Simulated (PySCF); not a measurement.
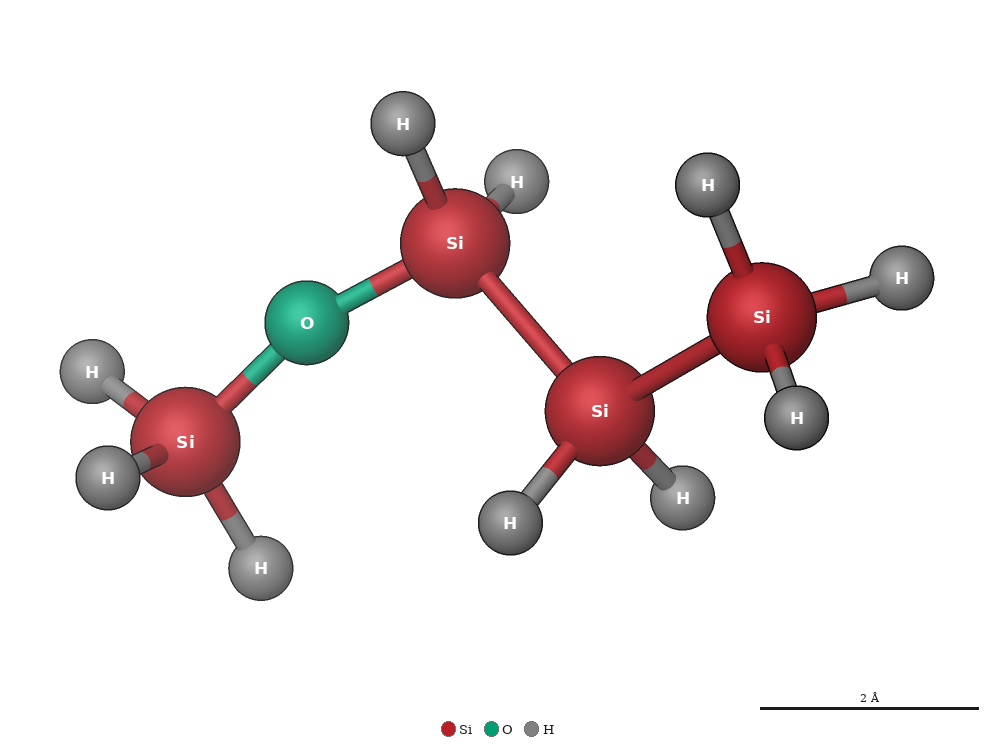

Every bond is drawn as one stick, whatever its order.

The geometry was computed by an optimisation with GFN2-xTB. No frequency run is at hand to confirm it as a minimum.

**Count the atoms of each element.**

H₁₀OSi₄, 15 atoms: 10 hydrogen, 1 oxygen and 4 silicon.

**Give a SMILES string for it.**

[SiH3]O[SiH2][SiH2][SiH3]

**Name functional groups in it.**

Among them: Si–H bond, Si–O bond.

**How many bonds of each kind are drawn?**

10 Si–H, 2 O–Si, 2 Si–Si.

The parts below concern this one geometry. Atoms keep their numbers from picture to picture.

## Symmetry

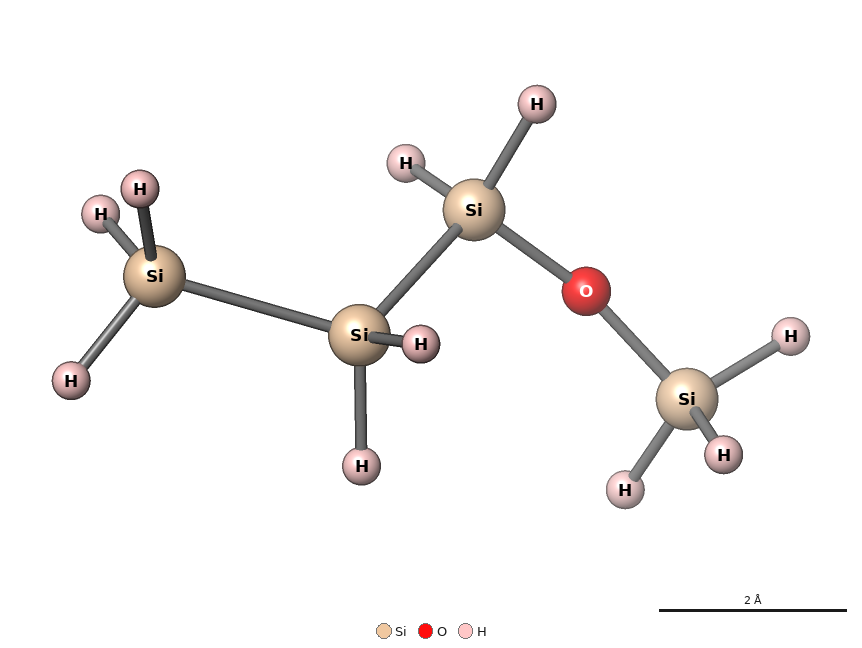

Atoms fade into the background with distance from the viewer. No frequency run is at hand to confirm it as a minimum. Masses are those of the most abundant isotopes; constants are for the rigid equilibrium geometry.

**Classify the rotor and give the rotational constants (GHz).**

An asymmetric top (C1): A = 5.41, B = 0.646, C = 0.602 GHz. Ray's parameter κ is −0.98, close to the prolate limit.

## Excitation

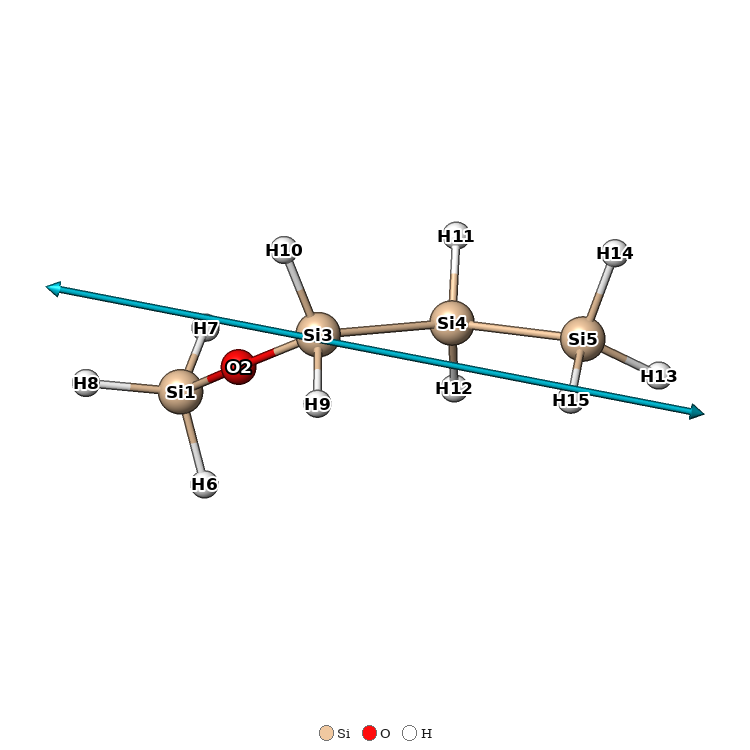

The double arrow shows the direction of the transition dipole to excited singlet state 5 (its length means nothing). No frequency run is at hand to confirm it as a minimum. Method: TDDFT PBE0/def2-SVPD, vertical, gas phase, core orbitals frozen in the response (PySCF 2.14.0).

**Where does the transition lie, and how strong is it?**

6.91 eV (179 nm), oscillator strength 0.10, mainly HOMO → LUMO+2 (weight 0.53); transition dipole 1.98 D.

## NMR shielding

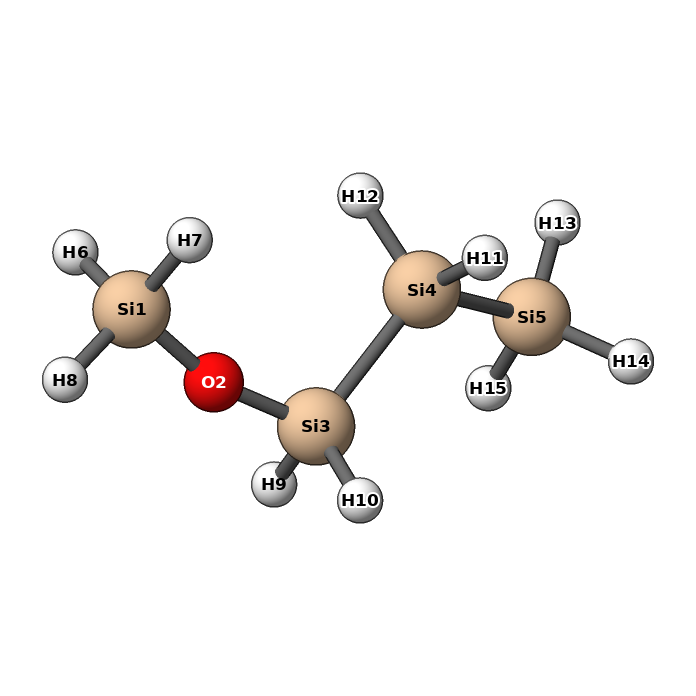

No frequency run is at hand to confirm it as a minimum. Method: GIAO PBE0/pcSseg-1 NMR shielding, non-relativistic, gas phase (PySCF 2.14.0). Principal shieldings σ11 ≤ σ22 ≤ σ33, span Ω = σ33 − σ11, skew κ = 3(σiso − σ22)/Ω.

Give the shielding tensors of the O atoms.

| atom | σ11 | σ22 | σ33 | σiso | Ω | κ |
| --- | --- | --- | --- | --- | --- | --- |
| O2 | 237.6 | 393.6 | 404.1 | 345.1 | 166.6 | −0.87 |

Shieldings and span in ppm.

## Charges

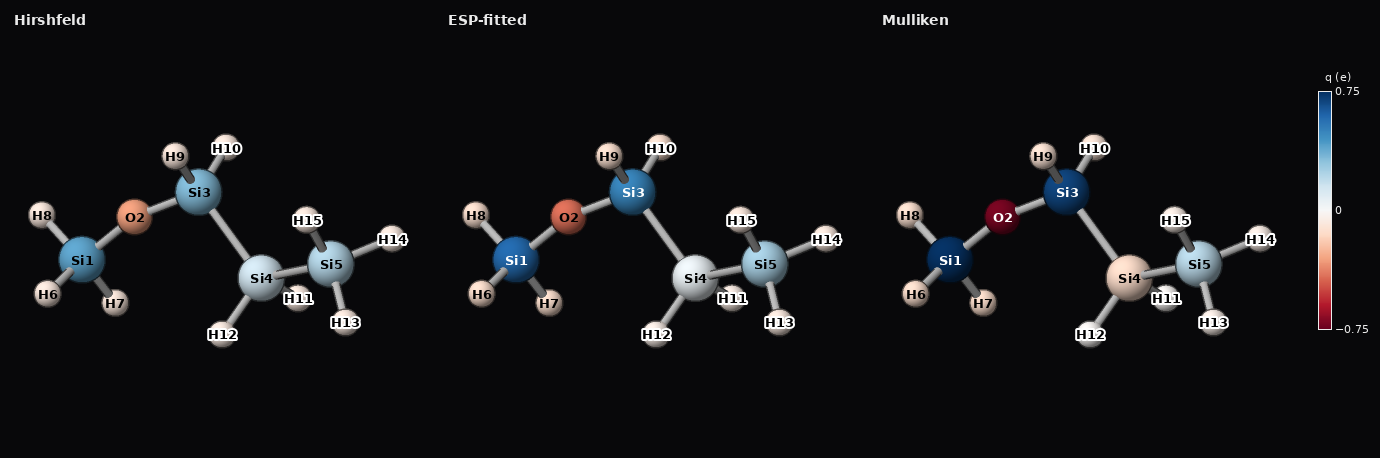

Atomic charges of one calculation by 3 schemes, on one colour scale. No frequency run is at hand to confirm it as a minimum. Method: PBE0/pcSseg-1 (PySCF 2.14.0).

**Which scheme gives the most polar picture (largest mean size of the charges)?**

The Mulliken charges are the largest in size here, and the Hirshfeld charges the smallest.

**On which atom do the schemes disagree most?**

On O2 (from −0.71 to −0.30 e).

List the charges (e), one line for each set of equivalent atoms.

```
atom  Hirshfeld  ESP-fitted  Mulliken
 Si1       0.39        0.59      0.74
  O2      −0.30       −0.41     −0.71
 Si3       0.33        0.49      0.69
 Si4       0.14        0.05     −0.14
 Si5       0.21        0.24      0.20
  H6      −0.08       −0.13     −0.13
  H7      −0.08       −0.13     −0.13
  H8      −0.08       −0.12     −0.12
  H9      −0.08       −0.12     −0.11
 H10      −0.08       −0.12     −0.10
 H11      −0.07       −0.06     −0.01
 H12      −0.07       −0.05     −0.01
 H13      −0.07       −0.07     −0.05
 H14      −0.07       −0.08     −0.05
 H15      −0.08       −0.09     −0.06
```

Mulliken values depend strongly on the basis set and can even reverse the polarity of a bond. The geometry is semi-empirical. Around Si such bond lengths and angles can be off by a tenth of an ångström or more and by several degrees, and values that hang on the shape move with them.
